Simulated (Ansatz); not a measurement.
## Electronic structure of C3H6···H3Si (doublet) in real space

Input file:

```
crystal:
  periodic: [false, false, false]
  atoms:
    - { symbol: H, position_ang: [-0.373723, 0.533097, 0.221718] }
    - { symbol: C, position_ang: [-0.459384, -0.147031, 1.055096] }
    - { symbol: C, position_ang: [0.717047, -1.019033, 1.361588] }
    - { symbol: C, position_ang: [-0.514071, -1.611168, 0.752346] }
    - { symbol: Si, position_ang: [0.133243, 1.905204, -2.085275] }
    - { symbol: H, position_ang: [-1.050194, 0.232076, 1.88095] }
    - { symbol: H, position_ang: [0.933284, -1.244366, 2.399301] }
    - { symbol: H, position_ang: [1.600015, -0.921796, 0.740791] }
    - { symbol: H, position_ang: [-1.139711, -2.241621, 1.373255] }
    - { symbol: H, position_ang: [-0.474279, -1.919398, -0.285855] }
    - { symbol: H, position_ang: [-0.638927, 3.167182, -2.003092] }
    - { symbol: H, position_ang: [1.586205, 2.182044, -2.177189] }
    - { symbol: H, position_ang: [-0.319506, 1.084911, -3.233535] }
magnetization:
  spin_polarized: true
  initial_magnetization: 1
basis:
  gaussian: { orbitals: def2-SVP }
hamiltonian:
  xc: hf
relax:
  f_tol: 0.03
  max_steps: 50
output:
  orbitals: {}
```

Command:

```sh
ansatz run input.yaml --threads 2 --pin off --max-ram 3072MiB --backend cpu --events-out ev --progress --plain --runs-dir out
```

The fields are those of the relaxed geometry.

Computed with UHF/def2-SVP (Ansatz 0.2.0).

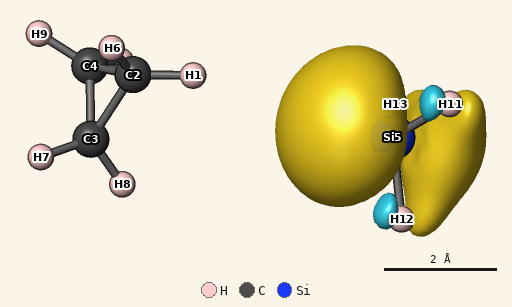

Figure 1. Isosurfaces of the spin density (α minus β) at +0.015 (yellow) and −0.015 e/Å³ (cyan), seen at a tilt.

Question: Which atoms carry the spin?

Answer: The unpaired spin (1 electron) lies mostly on Si5 (about 0.9), in electrons by Hirshfeld's partition.

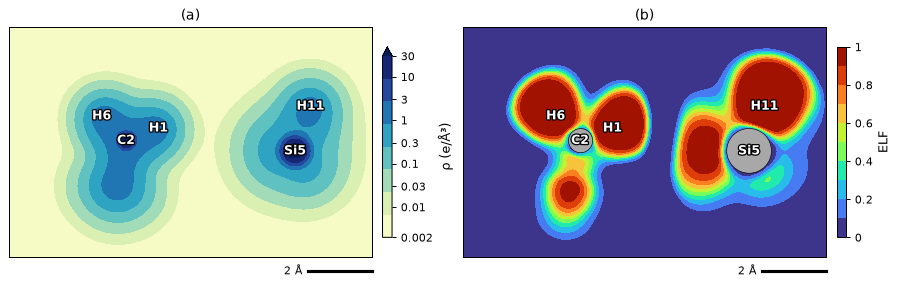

Figure 2. (a) total electron density; (b) electron localisation function on the plane of atoms H1, C2 and H6. Grey discs cover the atomic cores in the ELF map.

Question: Interpret the plot.

Answer: Atoms in the plane: H, C and Si. C–H (1.08 Å): the density is about 2 e/Å³ at the midpoint; the ELF climbs to about 1 towards the hydrogen, as it does in any bond to H; an ordinary covalent bond to hydrogen. Si–H (1.48 Å): the density is about 0.77 e/Å³ at the midpoint; the ELF climbs to about 1 towards the hydrogen.

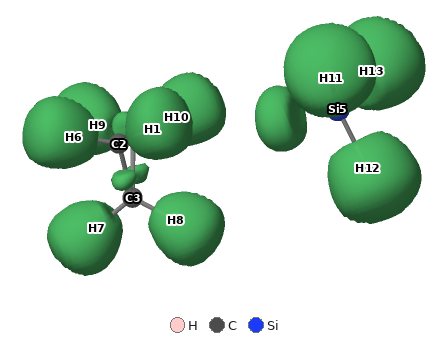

Figure 3. Isosurface of the ELF at 0.9 (green), seen at a tilt. Core shells and regions of very low density are left out.

Question: Describe the localisation domains.

Answer: The ELF exceeds this value in three regions between bonded C–C atoms (shared pairs), nine regions around hydrogen nuclei and one lobe on Si, pointing away from the bonds (non-bonding electrons).


C–C (1.50 Å): the ELF peaks at about 0.90 between the atoms; a covalent bond.

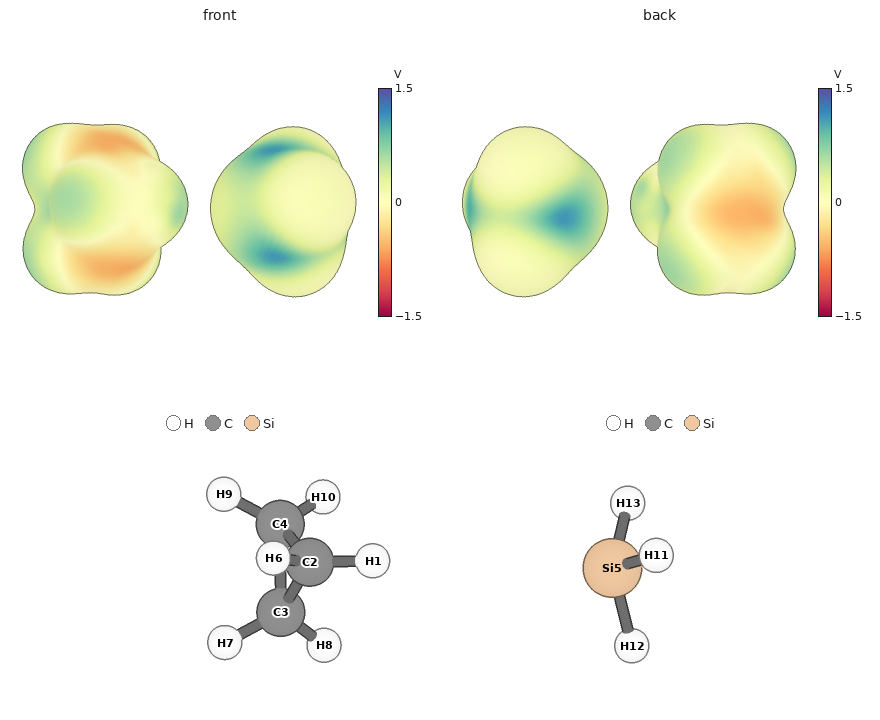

Figure 4. The electrostatic potential painted on the density surface at 0.002 e/bohr³, seen from the front and from behind; the colour scale runs from red (negative) to blue (positive). The bare structure is drawn below in the same view.

Question: Which sites attract a positive test charge, and which a negative one?

Answer: A positive charge is drawn to the negative regions and a negative charge to the positive ones. The most negative region (about −0.6 V) lies over C2, C3 and C4, the most positive (about +1.1 V) over Si5.
